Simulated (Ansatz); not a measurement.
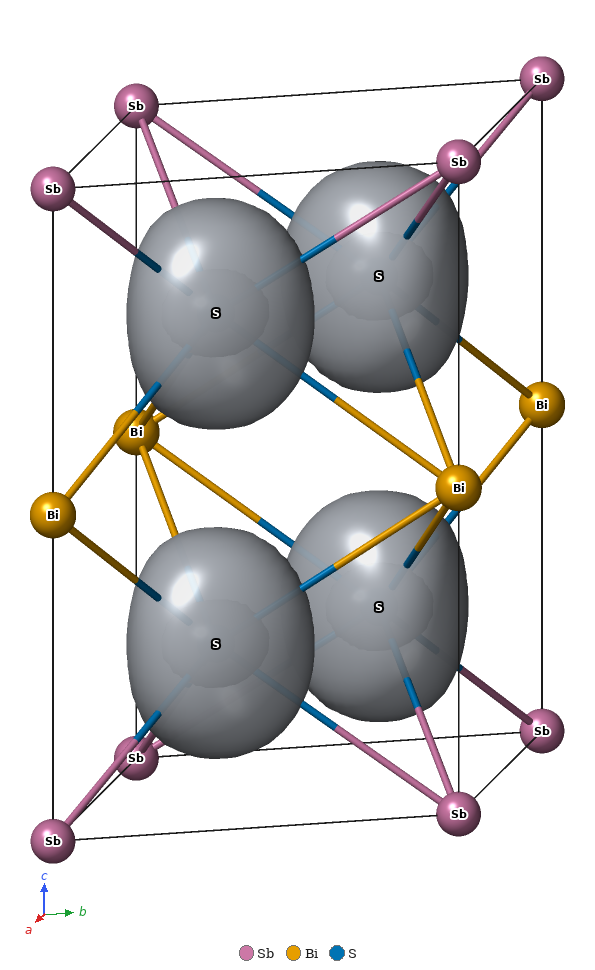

*BiSbS₄. Isosurface of the electron localisation function at 0.7 (grey), seen slightly off an axis. Core shells and regions of very low density are left out. Sticks mark near contacts.*

Space group P6/mmm; a structure generated by program, which may or may not match a known phase.

Method: DFT PBE, scalar-relativistic, plane waves, PAW (Ansatz 0.2.0).

Core electrons are frozen (PAW), and the valence fields are smoothed inside the atomic spheres.

```
CELL_PARAMETERS angstrom
4.53657 0.00000 0.00000
-2.26829 3.92879 0.00000
0.00000 0.00000 7.04694
ATOMIC_POSITIONS crystal
Sb 0.00000 0.00000 0.00000
Bi 0.00000 0.00000 0.50000
S 0.33333 0.66667 0.75328
S 0.33333 0.66667 0.24672
S 0.66667 0.33333 0.75328
S 0.66667 0.33333 0.24672
```

**Where are the electrons localised?**

The ELF exceeds this value in four regions wrapped around S (the valence shell of each), counted in one cell of 6 atoms. Any copies at cell faces, edges or corners count once. Along the contacts the grid gives the following. Sb–S (3.14 Å): the ELF is about 0.25 at the midpoint (no shared electron pair shows on this line). Bi–S (3.17 Å): the ELF is about 0.20 at the midpoint (no shared electron pair shows on this line).
